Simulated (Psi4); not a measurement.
# HfH4O4 (SMILES O[Hf](O)(O)O): PBE/def2-SVP (core potential)

Aim: the vertical singlet–triplet gap of HfH4O4 at PBE/def2-SVP (core potential), from 2 runs. 

Program for the calculation: Psi4 1.11.

10 further runs of the same task are left out: 8 that didn't finish, 2 set aside as unsound or not needed.

### Step 1. Starting point

HfH4O4 has 9 atoms, charge 0, and is taken as a singlet. SMILES: `O[Hf](O)(O)O`. The shape is that of a PBE0-D4/def2-TZVP optimisation. This is one conformer, not always the lowest.

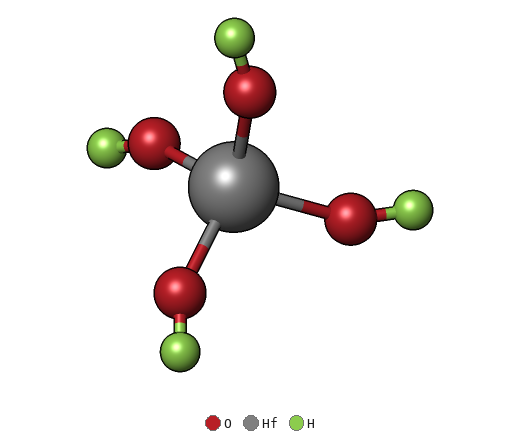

The structure, seen from a chosen angle (oxygen red, hafnium grey, hydrogen green).

### Step 2. The energy at PBE/def2-SVP (core potential)

The input, input.inp:

```
memory 2.2 GB

molecule {
  O
  Hf 1 R2
  O 2 R3 1 A3
  O 2 R4 1 A4 3 D4
  O 2 R5 1 A5 4 D5
  H 1 R6 2 A6 3 D6
  H 3 R7 2 A7 1 D7
  H 4 R8 2 A8 1 D8
  H 5 R9 2 A9 1 D9

  R2 = 1.934836
  R3 = 1.934844
  A3 = 109.72882
  R4 = 1.934846
  A4 = 109.34389
  D4 = 119.92069
  R5 = 1.934852
  A5 = 109.34144
  D5 = 120.15769
  R6 = 0.950876
  A6 = 155.65261
  D6 = -99.00518
  R7 = 0.950883
  A7 = 155.64124
  D7 = -99.07291
  R8 = 0.95088
  A8 = 155.65326
  D8 = -141.01142
  R9 = 0.950879
  A9 = 155.63379
  D9 = -20.81999
  symmetry c1
}

set {
  puream true
  e_convergence 1e-09
  d_convergence 1e-08
  scf_type pk
  dft_radial_points 99
  dft_spherical_points 590
}

energy_value, wavefunction = energy('pbe/def2-SVP', return_wfn=True)
oeprop(wavefunction, 'DIPOLE', 'MULLIKEN_CHARGES', 'LOWDIN_CHARGES', title='PBE')
```

Command:

```bash
$ psi4 -n 1 input.inp input.out
```

input.out:

```text
[...]
    !!!  WARNING: ECP capability is in beta. Please check occupations closely.  !!!
[...]
  Running in c1 symmetry.
[...]
  Nuclear repulsion =  209.799067473132112
[...]
  Multiplicity = 1
[...]
  Nalpha       = 24
  Nbeta        = 24
[...]
    Number of basis functions: 108
[...]
   @RKS iter   1:  -350.15827152292206   -2.66285e-01   1.42254e-02 ADIIS/DIIS
[...]
   @RKS iter  14:  -351.04944552055713   -5.68434e-13   8.21794e-10 DIIS
[...]
    Orbital Energies [Eh]
    ---------------------
    Doubly Occupied:
       1A    -18.730300     2A    -18.730168     3A    -18.730166
       4A    -18.730162     5A     -2.325788     6A     -1.221623
       7A     -1.221620     8A     -1.221522     9A     -0.850929
      10A     -0.837838    11A     -0.837517    12A     -0.837512
      13A     -0.438164    14A     -0.420842    15A     -0.420838
      16A     -0.420660    17A     -0.287475    18A     -0.285811
      19A     -0.263311    20A     -0.263306    21A     -0.262359
      22A     -0.245339    23A     -0.240656    24A     -0.240653
[...]
  @RKS Final Energy:  -351.04944552055713
   => Energetics <=
    Nuclear Repulsion Energy =            209.7990674731321121
    One-Electron Energy =                -915.9350661552734891
    Two-Electron Energy =                 396.7093928907457894
    DFT Exchange-Correlation Energy =     -41.6228397291615906
    Empirical Dispersion Energy =           0.0000000000000000
    VV10 Nonlocal Energy =                  0.0000000000000000
    Total Energy =                       -351.0494455205571285
[...]
 Multipole Moments:
 ------------------------------------------------------------------------------------
     Multipole            Electronic (a.u.)      Nuclear  (a.u.)        Total (a.u.)
 ------------------------------------------------------------------------------------
 L = 1.  Multiply by 2.5417464519 to convert [e a0] to [Debye]
 Dipole X            :          0.0002921           -0.0003780           -0.0000859
 Dipole Y            :          0.0002070           -0.0005161           -0.0003091
 Dipole Z            :          0.0000670           -0.0003335           -0.0002665
 Magnitude           :                                                    0.0004171
[...]
  Mulliken Charges: (a.u.)
   Center  Symbol    Alpha    Beta     Spin     Total
       1     O     4.20126  4.20126  0.00000 -0.40252
       2    HF     5.55439  5.55439  0.00000  0.89121
       3     O     4.20127  4.20127  0.00000 -0.40253
       4     O     4.20126  4.20126  0.00000 -0.40253
       5     O     4.20127  4.20127  0.00000 -0.40253
       6     H     0.41014  0.41014  0.00000  0.17972
       7     H     0.41014  0.41014  0.00000  0.17973
       8     H     0.41014  0.41014  0.00000  0.17972
       9     H     0.41014  0.41014  0.00000  0.17973
   Total alpha = 24.00000, Total beta = 24.00000, Total charge =  0.00000
[...]
```

It took 17 s on 1 thread of Intel Xeon 6975P-C (Granite Rapids), shared host; peak memory 1 GiB.

### Step 3. The triplet at the same level

The input, job.json:

```json
{
  "schema_name": "qcschema_input",
  "schema_version": 1,
  "molecule": {
    "schema_name": "qcschema_molecule",
    "schema_version": 2,
    "symbols": ["O", "Hf", "O", "O", "O", "H", "H", "H", "H"],
    "geometry": [-0.87962972, 0.17617917, 3.5444837, -5.669e-05, -5.669e-05, -7.559e-05, 3.55699369, 0.73064371, -0.42690803, -0.70545366, -3.36017871, -1.25734817, -1.97215598, 2.45314797, -1.86056765, -1.22832198, -0.48278723, 5.17941805, 4.98358574, 1.75485637, -0.8073099, -0.40360771, -4.84155392, -2.22857292, -3.35135369, 3.56976824, -2.1431006],
    "molecular_charge": 0,
    "molecular_multiplicity": 3,
    "fix_symmetry": "c1"
  },
  "driver": "energy",
  "model": {
    "method": "pbe",
    "basis": "def2-SVP"
  },
  "keywords": {
    "reference": "uks",
    "puream": true,
    "e_convergence": 1e-09,
    "d_convergence": 1e-08,
    "scf_type": "pk",
    "dft_radial_points": 99,
    "dft_spherical_points": 590,
    "maxiter": 100,
    "scf_properties": ["MAYER_INDICES", "QUADRUPOLE", "WIBERG_LOWDIN_INDICES"]
  }
}
```

Command:

```bash
$ psi4 --qcschema job.json -n 1 --memory 2200MB
```

stdout:

```text
[...]
    !!!  WARNING: ECP capability is in beta. Please check occupations closely.  !!!
[...]
  Running in c1 symmetry.
[...]
  Nuclear repulsion =  209.799067305455594
[...]
  Multiplicity = 3
[...]
  Nalpha       = 25
  Nbeta        = 23
[...]
    Number of basis functions: 108
[...]
   @UKS iter   1:  -350.03240855157566   -1.68621e-01   1.26360e-02 DIIS/ADIIS
[...]
   @UKS iter  36:  -350.82087721669410   -6.48015e-12   2.84039e-09 DIIS
[...]
   @S^2 Observed:                2.002628631E+00
[...]
    Orbital Energies [Eh]
    ---------------------
    Alpha Occupied:
       1A    -18.796448     2A    -18.796345     3A    -18.796272
       4A    -18.796235     5A     -2.372189     6A     -1.268488
       7A     -1.267993     8A     -1.267723     9A     -0.912441
      10A     -0.898896    11A     -0.898555    12A     -0.898482
      13A     -0.491946    14A     -0.475109    15A     -0.475055
      16A     -0.474985    17A     -0.353451    18A     -0.345180
      19A     -0.328546    20A     -0.325497    21A     -0.316588
      22A     -0.315115    23A     -0.302547    24A     -0.302029
      25A     -0.051103
    Alpha Virtual:
[...]
  @UKS Final Energy:  -350.82087721669410
   => Energetics <=
    Nuclear Repulsion Energy =            209.7990673054555941
    One-Electron Energy =                -913.2821001439444899
    Two-Electron Energy =                 394.0808552203914132
    DFT Exchange-Correlation Energy =     -41.4186995985965751
    Empirical Dispersion Energy =           0.0000000000000000
    VV10 Nonlocal Energy =                  0.0000000000000000
    Total Energy =                       -350.8208772166941003
[...]
 Multipole Moments:
 ------------------------------------------------------------------------------------
     Multipole            Electronic (a.u.)      Nuclear  (a.u.)        Total (a.u.)
 ------------------------------------------------------------------------------------
 L = 1.  Multiply by 2.5417464519 to convert [e a0] to [Debye]
 Dipole X            :         -0.0095168            0.0003332           -0.0091836
 Dipole Y            :         -0.0037117            0.0005034           -0.0032084
 Dipole Z            :         -0.0109774            0.0004079           -0.0105695
 Magnitude           :                                                    0.0143647
 L = 2.  Multiply by 1.3450342976 to convert [e a0^2] to [Debye ang]
 Quadrupole XX       :       -214.2922976          180.2435054          -34.0487922
 Quadrupole XY       :          0.6800502           -0.8599117           -0.1798615
[...]
```

The result, in JSON:

```text
{
 "driver": "energy",
 "model": {
  "method": "pbe",
  "basis": "def2-SVP"
 },
 "success": true,
 "return_result": -350.8208772166941,
 "properties": {
  "calcinfo_nbasis": 108,
  "calcinfo_nmo": 108,
  "calcinfo_nalpha": 25,
  "calcinfo_nbeta": 23,
  "calcinfo_natom": 9,
  "nuclear_repulsion_energy": 209.7990673054556,
  "return_energy": -350.8208772166941,
  "scf_one_electron_energy": -913.2821001439445,
  "scf_two_electron_energy": 394.0808552203914,
  "scf_xc_energy": -41.418699598596575,
  "scf_dipole_moment": [-0.009183594646103965, -0.0032083727770291226, -0.01056945823931088],
  "scf_total_energy": -350.8208772166941,
  "scf_iterations": 36
 }
}
```

It took 57 s on 1 thread of Intel Xeon 6975P-C (Granite Rapids), shared host; peak memory 1 GiB.

### Step 4. Results

At PBE/def2-SVP (core potential):

| quantity | value |
| --- | --- |
| singlet: total energy | -351.04945 Eh |
| singlet: dipole moment | 0.00 D |
| singlet: HOMO energy | -6.55 eV |
| singlet: LUMO energy | -0.47 eV |
| singlet: HOMO–LUMO gap | 6.08 eV |
| triplet: total energy | -350.82088 Eh |
| triplet: dipole moment | 0.04 D |
| triplet: HOMO energy (highest over α and β) | -1.39 eV |
| triplet: ⟨S²⟩ | 2.003 |
| vertical energy of the triplet above the singlet | 6.220 eV |

What this shows: At this shape the triplet lies 6.22 eV (600 kJ/mol) above the singlet. Mulliken charges (singlet) run from -0.40 on O3 to +0.89 on Hf2; they depend strongly on the basis.
